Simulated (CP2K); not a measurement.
# Two attempts at CH6NSi (SMILES NC[SiH2])

Wanted: the energy of CH6NSi, GFN2-xTB.

The calculation is run with CP2K 2026.2.

5 further runs of the same task are left out: 5 set aside as unsound or not needed.

## (1) The system as given

CH6NSi has 9 atoms, charge 0, and is taken as a doublet. SMILES: `NC[SiH2]`. The shape is that of a GFN2-xTB optimisation. This is one conformer, not always the lowest.

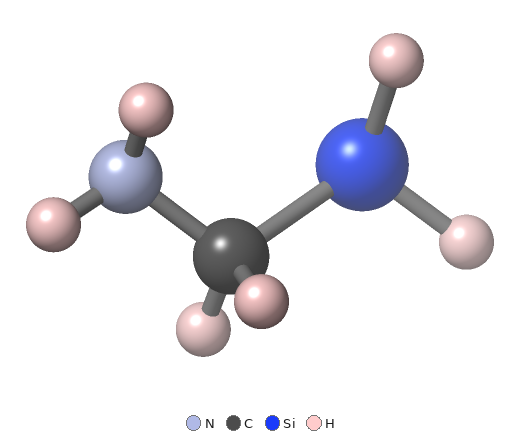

Viewed from a chosen angle; nitrogen light blue, carbon dark grey, silicon blue, hydrogen pink.

## (2) The input as first written

Input file molecule.xyz:

```xyz
9

N     -0.922310     0.605150    -0.873760
C      0.285840     0.489560    -0.067900
Si     0.039820    -0.838730     1.272390
H     -1.101120    -0.264730    -1.363860
H     -0.823570     1.334660    -1.572910
H      0.468760     1.462400     0.394230
H      1.182050     0.258350    -0.671740
H     -0.303570    -2.135920     0.697540
H      1.174100    -0.910740     2.186000
```

Input file calc.inp:

```
&global
  project calc
  run_type ENERGY
  print_level MEDIUM
&end global
&force_eval
  method QS
  &dft
    charge 0
    multiplicity 2
    uks T
    # Quickstep
    &qs
      method XTB
      eps_default 1.0E-10
      &xtb
        gfn_type TBLITE
        &tblite
          method GFN2
        &end tblite
        check_atomic_charges F
      &end xtb
    &end qs
    # no periodic images
    &poisson
      periodic NONE
      poisson_solver ANALYTIC
    &end poisson
    # self-consistent field
    &scf
      scf_guess ATOMIC
      eps_scf 1.0E-07
      max_scf 150
      added_mos 8
      &diagonalization
        algorithm STANDARD
      &end diagonalization
      &mixing
        method DIRECT_P_MIXING
        alpha 0.4
      &end mixing
    # extra output
    &print
      &moments
        periodic F
        reference COM
        max_moment 1
      &end moments
      &mo ON
        energies T
        occupation_numbers T
        ndigits 6
        &each
          qs_scf 0
        &end each
        add_last NUMERIC
      &end mo
      &hirshfeld OFF
      &end hirshfeld
    &end print
  &end dft
  &subsys
    &cell
      abc [angstrom] 10.3 11.6 11.8
      periodic NONE
    &end cell
    &topology
      coord_file_name molecule.xyz
      coord_file_format XYZ
      &center_coordinates
      &end center_coordinates
    &end topology
  &end subsys
&end force_eval
```

On the command line:

```bash
$ OMP_NUM_THREADS=1 cp2k.psmp -i calc.inp > calc.out 2>&1
```

What it wrote:

```text
Possible matches for unknown subsection

 MOMENTS

   subsection MOMENTS in section %__ROOT__%FORCE_EVAL%DFT%ENERGY_CORRECTION%PRINT score:  110
   subsection MOMENTS in section %__ROOT__%FORCE_EVAL%DFT%REAL_TIME_PROPAGATION%PRINT score:  110
   subsection MOMENTS in section %__ROOT__%FORCE_EVAL%DFT%PRINT score:  110
   subsection MOMENTS_FT in section %__ROOT__%FORCE_EVAL%DFT%REAL_TIME_PROPAGATION%PRINT score:  107
   enum SILENT in section %__ROOT__%GLOBAL%PRINT for keyword _SECTION_PARAMETERS_ score:  106

 *******************************************************************************
 *   ___                                                                       *
 *  /   \                                                                      *
 * [ABORT]                                                                     *
 *  \___/               unknown subsection MOMENTS of section PRINT            *
 *    |                                                                        *
 *  O/|                                                                        *
 * /| |                                                                        *
 * / \                                               input/input_parsing.F:192 *
 *******************************************************************************

 ===== Routine Calling Stack =====

            6 section_vals_parse
            5 section_vals_parse
            4 section_vals_parse
            3 section_vals_parse
            2 section_vals_parse
            1 read_input

Program received signal SIGABRT: Process abort signal.

Backtrace for this error:
#0  0x5fa83fd2f957 in ???
#1  0x5fa8605e4cac in __pthread_kill_implementation
#2  0x5fa86058bfb7 in raise
#3  0x5fa860575d37 in abort
#4  0x5fa840402d83 in ???
#5  0x5fa840404297 in ???
#6  0x5fa840573e77 in ???
#7  0x5fa8405738f7 in ???
#8  0x5fa8405738f7 in ???
#9  0x5fa8405738f7 in ???
#10  0x5fa8405738f7 in ???
#11  0x5fa83fe49807 in ???
#12  0x5fa8406b4e8b in ???
#13  0x5fa8406b9d0b in ???
#14  0x5fa83fdd0db3 in ???
#15  0x5fa83fdcef13 in ???
#16  0x5fa860576573 in __libc_start_call_main
#17  0x5fa860576657 in __libc_start_main_impl
#18  0x5fa83fdcf06f in ???
#19  0xffffffffffffffff in ???
```

Run time: 0.49 s. Hardware: 1 thread of Arm Neoverse N1, shared host; peak memory 0.13 GiB.

## (3) What went wrong

The program refused the input.

The telling line is `\___/               unknown subsection MOMENTS of section PRINT`. Cause: a section of the input isn't closed.

## (4) Try two

molecule.xyz is that of step 2.

Input file job.inp:

```
&GLOBAL
  PROJECT job
  RUN_TYPE ENERGY
  PRINT_LEVEL MEDIUM
&END GLOBAL
&FORCE_EVAL
  METHOD Quickstep
  &DFT
    CHARGE 0
    MULTIPLICITY 2
    UKS T
    # Quickstep
    &QS
      METHOD XTB
      EPS_DEFAULT 1.0E-10
      &XTB
        GFN_TYPE TBLITE
        &TBLITE
          METHOD GFN2
        &END TBLITE
        CHECK_ATOMIC_CHARGES F
      &END XTB
    &END QS
    # no periodic images
    &POISSON
      PERIODIC NONE
      POISSON_SOLVER ANALYTIC
    &END POISSON
    # self-consistent field
    &SCF
      SCF_GUESS ATOMIC
      EPS_SCF 1.0E-07
      MAX_SCF 150
      ADDED_MOS 8
      &DIAGONALIZATION
        ALGORITHM STANDARD
      &END DIAGONALIZATION
      &MIXING
        METHOD DIRECT_P_MIXING
        ALPHA 0.4
      &END MIXING
    &END SCF
    # extra output
    &PRINT
      &MOMENTS
        PERIODIC F
        REFERENCE COM
        MAX_MOMENT 1
      &END MOMENTS
      &MO ON
        ENERGIES T
        OCCUPATION_NUMBERS T
        NDIGITS 6
        &EACH
          QS_SCF 0
        &END EACH
        ADD_LAST NUMERIC
      &END MO
      &HIRSHFELD OFF
      &END HIRSHFELD
    &END PRINT
  &END DFT
  # structure
  &SUBSYS
    &CELL
      ABC [angstrom] 10.3 11.6 11.8
      PERIODIC NONE
    &END CELL
    &TOPOLOGY
      COORD_FILE_NAME molecule.xyz
      COORD_FILE_FORMAT XYZ
      &CENTER_COORDINATES
      &END CENTER_COORDINATES
    &END TOPOLOGY
  &END SUBSYS
&END FORCE_EVAL
```

On the command line:

```bash
$ OMP_NUM_THREADS=1 cp2k.psmp job.inp > job.out
```

What it wrote:

```text
CP2K| version string:                                       CP2K version 2026.2
[...]
 GLOBAL| Method name                                                        CP2K
[...]
 GLOBAL| Run type                                                         ENERGY
[...]
                             - Atoms:                                          9
[...]
                             - Spherical basis functions:                     23
[...]
 Number of electrons:                                                         10
[...]
  *** SCF run converged in    17 steps ***
[...]
  Fermi energy:                                                -0.27678866753973
[...]
 TB_DIPOLE| Moment [Debye]         -0.12133449      -0.57203218       0.60219225
 TB_DIPOLE| Derivative [a.u.]       0.00000000       0.00000000       0.00000000
[...]
 ENERGY| Total FORCE_EVAL ( QS ) energy [hartree]             -9.765179460656238
[...]
```

Run time: 0.53 s. Hardware: 1 thread of Arm Neoverse N1, shared host; peak memory 0.14 GiB.

## (5) Results

At GFN2-xTB:

| quantity | value |
| --- | --- |
| total energy | -9.76518 Eh |
| dipole moment (from atomic charges alone) | 0.84 D |
| HOMO energy (highest over α and β) | -7.90 eV |
| LUMO energy (lowest over α and β) | -7.16 eV |

In words: The dipole comes from point charges on the atoms alone, without atomic dipoles, so it is partial.
